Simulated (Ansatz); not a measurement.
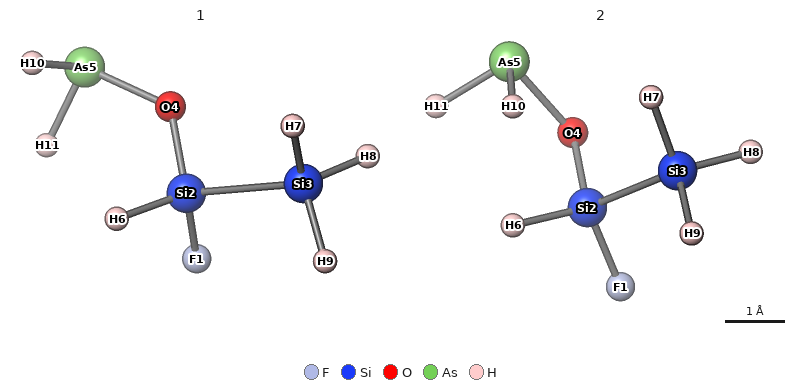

Two geometries of Si$_{2}$AsH$_{6}$OF, drawn at one scale. One is the start of a relaxation, the other its converged end. The picture is a ball-and-stick view, seen at a tilt.

Method: Ansatz, RKS PBE0/def2-SVP. (no spin polarisation; force threshold 0.015 eV/Å; at most 40 steps)

Which one is relaxed?

Structure 1 is the relaxed one. The run prepares an end point of a later path (inversion) calculation, from a guessed geometry. The atom that moves furthest after the best rigid fit is H10 (1.77 Å). By element the largest moves are H 1.77 Å, O 0.97 Å, As 0.81 Å, F 0.63 Å, Si 0.52 Å. Near-neighbour distances that change, for instance: Si2–Si3 2.208 → 2.339 Å, Si2–O4 1.725 → 1.653 Å, Si3–H8 1.442 → 1.494 Å, As5–H10 1.579 → 1.536 Å. Bond angles that change, for instance: Si2–O4–As5 108.8° → 131.0°, O4–As5–H10 90.6° → 97.0°, O4–As5–H11 92.2° → 97.9°. Groups turn about Si2–O4 by about 85°, O4–As5 by about 60°. The energy falls by 63.5 kJ/mol in 32 accepted moves (38 points after the start). The largest force component goes from 1.7 to 0.011 eV/Å. The line search rejected the trial steps at points 6, 13, 17, 23, 30, 32 of the run. The forces were under the threshold at step 29, but the run went on from there.
